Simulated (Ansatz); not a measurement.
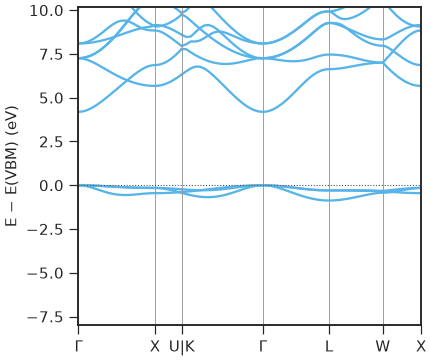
Figure: Band structure from plane-wave PAW PBE (Ansatz code)

Problem. Read off the gap and where the band edges lie.

Solution. About 4.2 eV (4.19 eV by a search for the band edges); maximum at Γ, minimum at Γ.

The material is RbBr (rock salt, Fm-3m).

The cell was relaxed with PBE under the symmetry of its start. Spin–orbit coupling is left out wherever it is not named.

Potentials: the later of the program's two PAW sets.
